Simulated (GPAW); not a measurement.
Band structure of Bi (R-3m, 2 atoms in the cell).

```
Bi
1.0
    4.16582    -2.27500     0.00000
    4.16582     2.27500     0.00000
    2.92342     0.00000     3.73943
Bi
2
Direct
  0.23400   0.23400   0.23400
  0.76600   0.76600   0.76600
```

Computed with PBE, GPAW PAW datasets PBE (gpaw-data 1.0.1) (plane waves; GPAW).

Settings: mode = pw; ecut = 550 eV; xc = PBE; kpts = 6 6 6; mesh shift (steps) = 0 0 0; occupations.name = fermi-dirac; occupations.width = 0.1 eV; nbands = -6; convergence.forces = 0.001 eV/Å; symmetry.symmorphic = false; symmetry.tolerance = 0.0005; maxiter = 120; bandpath_npoints = 40.

The starting cell has typed, rounded lattice constants, without a prior relaxation at this level. Spin-orbit coupling is off.

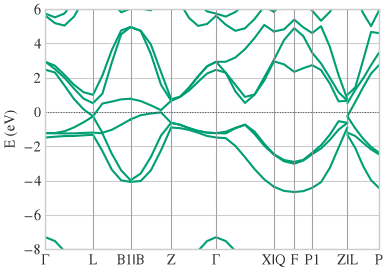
Figure: Bands along the path, energies from the Fermi level.

Levels in eV from the Fermi level, bands 12 to 19:
| point | 12 | 13 | 14 | 15 | 16 | 17 | 18 | 19 |
|---|---|---|---|---|---|---|---|---|
| Γ | -7.31 | -1.49 | -1.24 | -1.24 | 2.46 | 2.92 | 2.92 | 5.61 |
| L | -10.39 | -1.33 | -1.21 | -0.26 | -0.25 | 0.51 | 1.00 | 7.49 |
| B1 | -10.07 | -4.08 | -3.99 | -0.43 | 0.77 | 4.95 | 4.96 | 6.02 |
| Z | -9.78 | -0.91 | -0.63 | -0.63 | 0.66 | 0.66 | 0.74 | 6.98 |
| X | -10.10 | -4.36 | -2.49 | -2.47 | 2.95 | 3.04 | 4.69 | 5.84 |
| F | -9.31 | -4.67 | -3.02 | -2.91 | 2.34 | 4.89 | 5.38 | 6.70 |
| P1 | -9.79 | -4.43 | -2.47 | -2.38 | 2.73 | 3.45 | 4.60 | 5.91 |
| P | -9.79 | -4.43 | -2.47 | -2.38 | 2.73 | 3.45 | 4.60 | 5.91 |

Bands cross the Fermi level along this path, so the cell is metallic at this level.
